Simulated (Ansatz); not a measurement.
## Electronic structure of C$_{2}$H$_{9}$BOSi$_{2}$ (SMILES C=C([SiH3])OB[SiH3]) in real space

Input

```
crystal:
  periodic: [false, false, false]
  atoms:
    - { symbol: C, position_ang: [-0.8068, -0.3499, 1.2777] }
    - { symbol: C, position_ang: [0.2376, -0.7216, 0.625] }
    - { symbol: Si, position_ang: [0.4673, -2.5203, 0.3232] }
    - { symbol: O, position_ang: [1.3335, 0.1724, 0.2317] }
    - { symbol: B, position_ang: [1.0693, 1.5401, -0.314] }
    - { symbol: Si, position_ang: [-0.5572, 2.1088, -1.2306] }
    - { symbol: H, position_ang: [-1.5896, -1.0063, 1.5837] }
    - { symbol: H, position_ang: [-0.9553, 0.7542, 1.511] }
    - { symbol: H, position_ang: [1.4318, -2.6906, -0.7462] }
    - { symbol: H, position_ang: [1.0701, -3.1316, 1.5713] }
    - { symbol: H, position_ang: [-0.7956, -3.1614, 0.0406] }
    - { symbol: H, position_ang: [2.0421, 2.2307, -0.4372] }
    - { symbol: H, position_ang: [-0.3481, 3.3705, -1.9734] }
    - { symbol: H, position_ang: [-1.6762, 2.3275, -0.2551] }
    - { symbol: H, position_ang: [-0.9447, 1.0267, -2.1782] }
basis:
  gaussian: { orbitals: def2-SVP }
hamiltonian:
  xc: pbe0
  dispersion: d4
relax:
  f_tol: 0.015
  max_steps: 40
output:
  orbitals: {}
```

Launched as:

```sh
ansatz run input.yaml --threads 2 --pin off --max-ram 3072MiB --backend cpu --events-out ev --progress --plain --runs-dir out
```

The fields are those of the relaxed geometry.

All numbers below come from Ansatz, RKS PBE0-D4/def2-SVP.

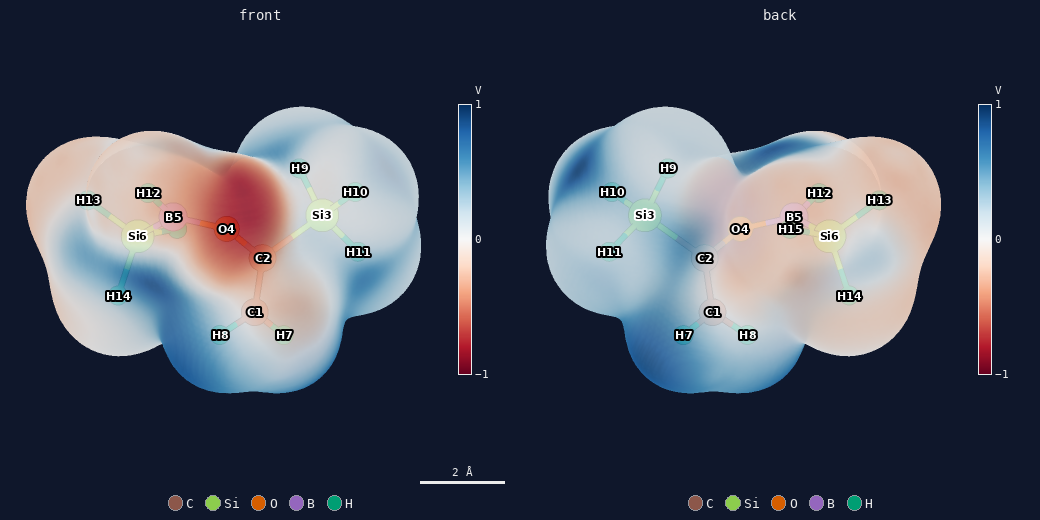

Figure 1. The electrostatic potential painted on the density surface at 0.001 e/bohr³, seen from the front and from behind; the colour scale runs from red (negative) to blue (positive).

Q: Which sites attract a positive test charge, and which a negative one?

A: A positive charge is drawn to the negative regions and a negative charge to the positive ones. The most negative region (about −0.8 V) lies over O4, the most positive (about +0.9 V) over Si3, B5 and H7.

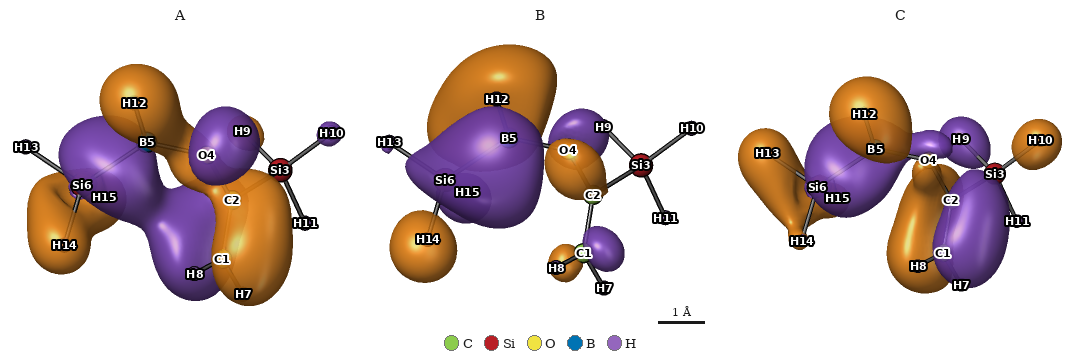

Figure 2. Three frontier orbitals at ±0.08 Å⁻³ᐟ² (orange and purple are the two phases), in no order.

Q: Which picture is the HOMO−1, the HOMO and the LUMO?

A: C is the HOMO−1 (−8.14 eV). Its weight (Hirshfeld) is mainly on B5 (about 20 %), C1 (about 20 %), Si6 (about 15 %), C2 (about 15 %) and H12 (about 10 %). A is the HOMO (−7.63 eV). By Hirshfeld shares it lies mainly on C1 (about 20 %), O4 (about 20 %), Si6 (about 15 %), C2 (about 15 %) and B5 (about 15 %). B is the LUMO (−1.25 eV). It lies mainly on B5 (about 50 %), Si6 (about 20 %) and O4 (about 10 %).

Q: What is the HOMO–LUMO gap?

A: 6.38 eV between the orbital energies.

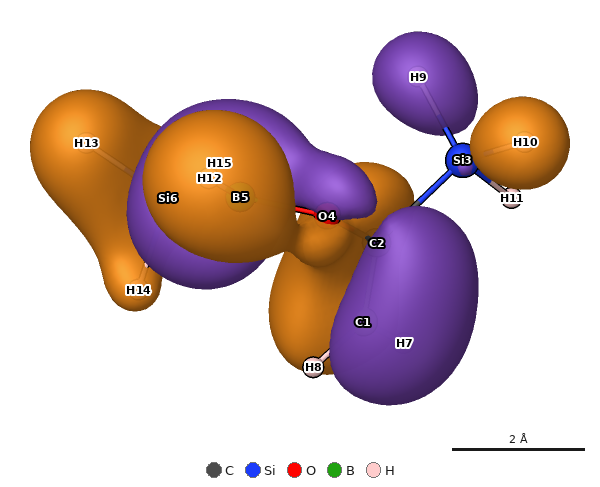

Figure 3. The HOMO−1 at ±0.06 Å⁻³ᐟ² (orange and purple are the two phases), seen at a tilt.

Q: Where does this orbital lie, and at what energy?

A: Its weight (Hirshfeld) is mainly on B5 (about 20 %), C1 (about 20 %), Si6 (about 15 %), C2 (about 15 %) and H12 (about 10 %). Its energy is −8.14 eV.
